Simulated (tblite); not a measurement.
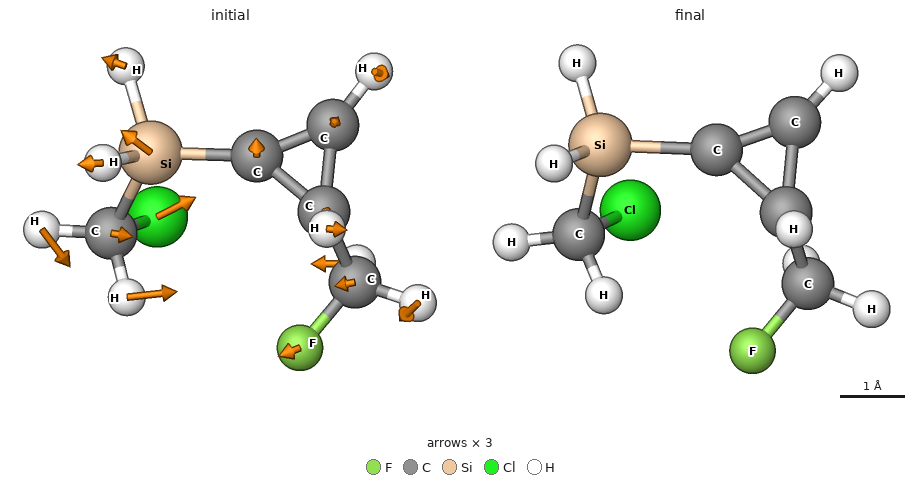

The structure of C₅H₈ClFSi before (left) and after (right) a relaxation, at one scale. The orange arrows give the displacements, 3 times their true length.

The picture is a ball-and-stick view, seen at a tilt.

Level of theory: GFN2-xTB geometry optimisation, gas phase in tblite. 

Q: Summarise the run.

A: The atom that moves furthest after the best rigid fit is an H atom (0.27 Å). Largest moves by element: H 0.27 Å, Cl 0.25 Å, Si 0.22 Å, F 0.13 Å, C 0.12 Å. Some distances before and after: C–Si 1.704 → 1.856 Å, C–C 1.433 → 1.523 Å, C–C 1.412 → 1.488 Å, C–Si 1.849 → 1.914 Å. Among the angles between lasting bonds that change: C–Si–C 115.6° → 104.8°, H–Si–H 103.5° → 113.2°, C–C–H 147.8° → 143.6°. The energy falls by 0.754 eV in 65 geometry steps.
